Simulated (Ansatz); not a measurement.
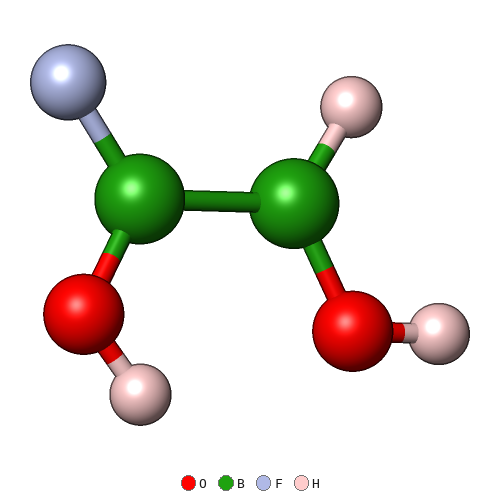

The picture shows a molecular structure as a ball-and-stick model. Every bond is drawn as one stick, whatever its order.

The computed structure is the end point of a PBE0-D4/def2-TZVP optimisation.

**Which formula does it have?**

B₂FH₃O₂, 8 atoms: 2 boron, 1 fluorine, 3 hydrogen and 2 oxygen.

**Name some functional groups or characteristic bonds that it holds.**

Among them: B–H bond.

**Which point group does it belong to?**

Cs.

The parts below concern this one geometry. Atoms keep their numbers from picture to picture.

Shape

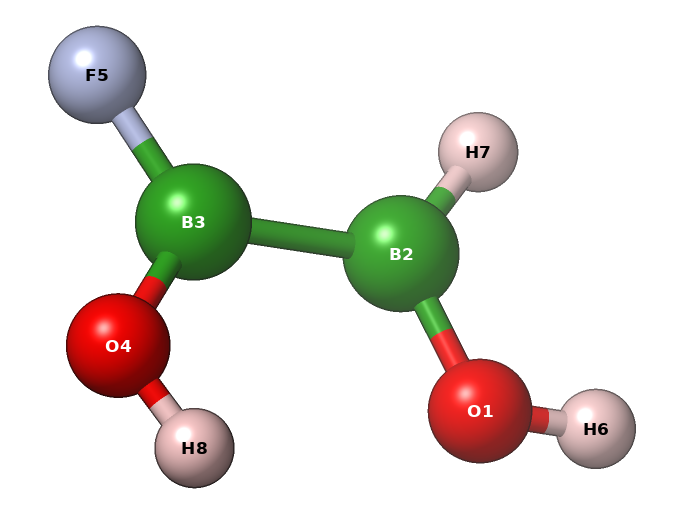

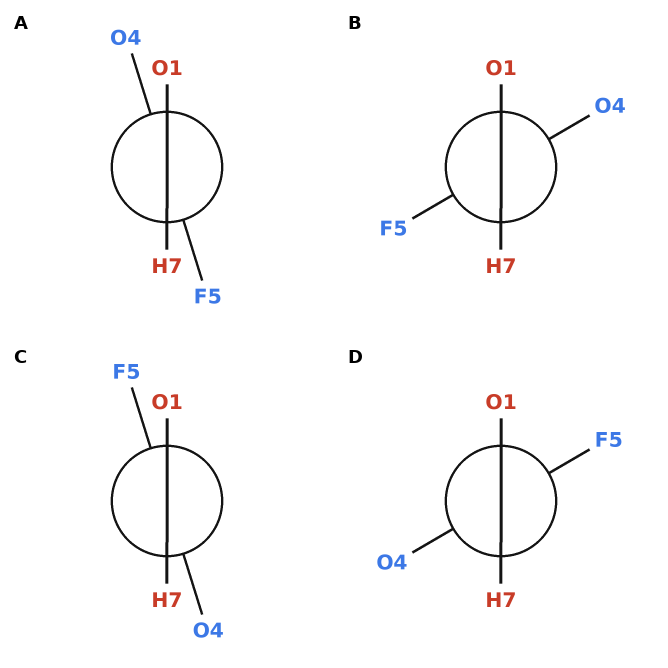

Depth is shown by fading: the farther an atom, the more it takes the colour of the background. Bonds that would overlap in a projection are set slightly apart.

**Which Newman projection shows the view along B2–B3, with B2 in front?**

A. The torsion angle O1–B2–B3–F5 is 180°, antiperiplanar (anti).

Vibrations

Harmonic vibrations computed with RKS PBE0-D4/def2-TZVP (Ansatz 0.2.0) at a stationary point of the same level.

**List the wavenumbers.**

18 modes: 71, 147, 377, 405, 504, 639, 693, 716, 913, 980, 1015, 1182, 1277, 1411, 1419, 2574, 3860, 3873 cm⁻¹.

Thermal motion

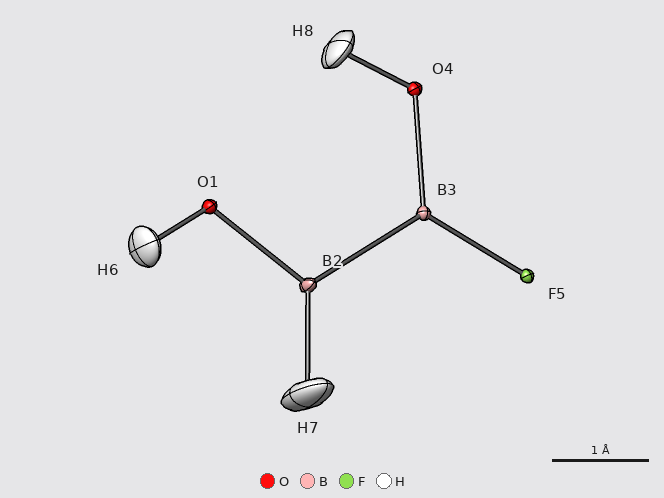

Displacement ellipsoids at the 50 % level, from the internal vibrations of the free molecule (harmonic, no overall translation or rotation; no half-axis is drawn under 0.075 Å). Vibrations computed with RKS PBE0-D4/def2-TZVP (Ansatz 0.2.0). Temperature: 0 K (zero-point motion alone).

**Which atom has the largest mean-square displacement?**

H7, with U_eq = 0.0329 Å².

**Does H7 move more along its bond or across it?**

Across it: the root-mean-square amplitude is 0.088 Å along the bond and up to 0.269 Å across, since bending and torsion are softer than stretching.

List U_eq and the three principal root-mean-square amplitudes for each kind of atom.

| atom | U_eq (Å²) | rms amplitudes (Å) |
| --- | --- | --- |
| O1 | 0.0025 | 0.029, 0.054, 0.062 |
| B2 | 0.0034 | 0.035, 0.044, 0.084 |
| B3 | 0.0019 | 0.036, 0.041, 0.054 |
| O4 | 0.0017 | 0.032, 0.032, 0.056 |
| F5 | 0.0014 | 0.028, 0.039, 0.043 |
| H6 | 0.0175 | 0.080, 0.141, 0.161 |
| H7 | 0.0329 | 0.087, 0.137, 0.269 |
| H8 | 0.0184 | 0.074, 0.152, 0.163 |

Charges

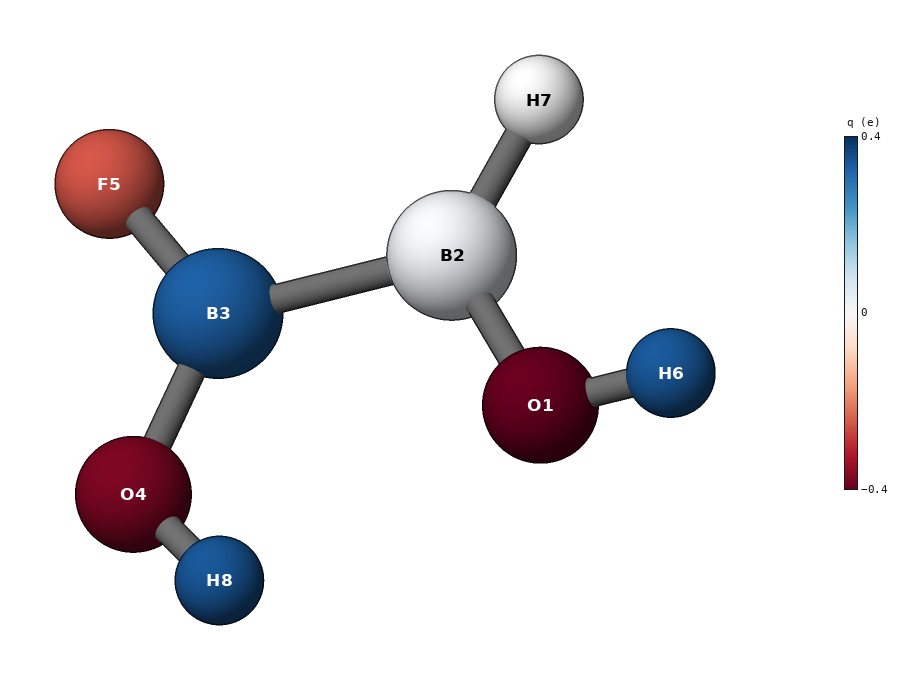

Atoms are coloured by their Mulliken charges. Level of theory: RKS PBE0-D4/def2-TZVP (Ansatz 0.2.0).

Give the Mulliken charges atom by atom.

```csv
atom,value (e)
O1,−0.40
B2,0.02
B3,0.33
O4,−0.38
F5,−0.25
H6,0.34
H7,0.00
H8,0.34
```

Mulliken values depend strongly on the basis set and can even reverse the polarity of a bond.
